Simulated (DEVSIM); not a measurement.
System: illuminated Si n-on-p cell, one wavelength, with a back-surface field, at 300 K.

| layer (left to right) | material | thickness (μm) | Nd (cm⁻³) | Na (cm⁻³) | τn (s) | τp (s) | absorption coefficient (cm⁻¹) |
|---|---|---|---|---|---|---|---|
| 1 | Si | 0.170 | 5.9e17 | - | 3.8e-6 | 6.7e-6 | 1500 |
| 2 | Si | 44.0 | - | 3.3e15 | 9.9e-6 | 9.9e-6 | 1500 |
| 3 | Si | 0.110 | - | 1.3e18 | 9.9e-6 | 9.9e-6 | 1500 |

Left contact: ohmic, minority hole recombination velocity 400 cm/s. Right contact: ohmic, minority electron recombination velocity 30 cm/s. Voltage is applied to the left contact. Recombination: SRH at mid-gap, radiative, Auger. Light enters at the left, 1e17 photons cm⁻² s⁻¹, one pass, no reflection. Mobility is constant in doping.

This is a model device: material constants are rounded textbook-type values typed into the input, and sizes, dopings and lifetimes were drawn at random. Values at 300 K.

```tsv
parameter	Si
gap (eV)	1.124
affinity (eV)	4.05
permittivity	11.7
Nc (cm⁻³)	2.86e19
Nv (cm⁻³)	3.1e19
μn (cm²/Vs)	1417
μp (cm²/Vs)	470
B (cm³/s)	4.7e-15
Cn (cm⁶/s)	2.8e-31
Cp (cm⁶/s)	9.9e-32
```

DEVSIM, 1D drift-diffusion, Boltzmann statistics, complete ionisation; no tunnelling, impact ionisation, image-force lowering or self-heating.

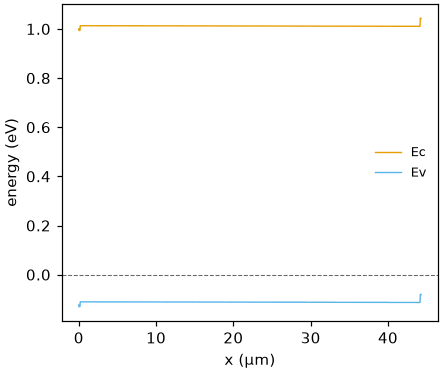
*Band edges at -0.9 V on the left contact, in the dark*

Energies count from the Fermi level of the right contact; mesh points crowd at the junctions.

```tsv
x (μm)	Ec (eV)	Ev (eV)	n (cm⁻³)	p (cm⁻³)	field (V/cm)
0.000	1.000	-0.124	5.9e17	2.2e17	-13000
0.03033	0.994	-0.130	7.6e17	1.7e17	-13
0.08425	0.994	-0.130	7.6e17	1.7e17	≈ 0
0.1393	0.994	-0.130	7.6e17	1.7e17	17
0.1767	1.011	-0.113	3.9e17	3.3e17	5200
0.2182	1.013	-0.111	3.6e17	3.6e17	≈ 0
0.3232	1.013	-0.111	3.6e17	3.6e17	≈ 0
0.7241	1.013	-0.111	3.6e17	3.6e17	≈ 0
1.564	1.013	-0.111	3.6e17	3.6e17	≈ 0
3.484	1.013	-0.111	3.6e17	3.6e17	≈ 0
8.332	1.013	-0.111	3.6e17	3.6e17	≈ 0
25.48	1.012	-0.112	3.7e17	3.7e17	≈ 0
36.25	1.011	-0.113	3.8e17	3.8e17	≈ 0
40.95	1.011	-0.113	3.8e17	3.8e17	≈ 0
43.20	1.011	-0.113	3.8e17	3.9e17	≈ 0
43.79	1.011	-0.113	3.8e17	3.9e17	≈ 0
44.02	1.011	-0.113	3.8e17	3.9e17	≈ 0
44.12	1.011	-0.113	3.8e17	3.9e17	≈ 0
44.17	1.036	-0.088	1.4e17	1.0e18	23000
44.20	1.044	-0.080	1.1e17	1.4e18	≈ 0
44.24	1.044	-0.080	1.1e17	1.4e18	≈ 0
44.28	1.042	-0.082	1.1e17	1.3e18	-6000
```
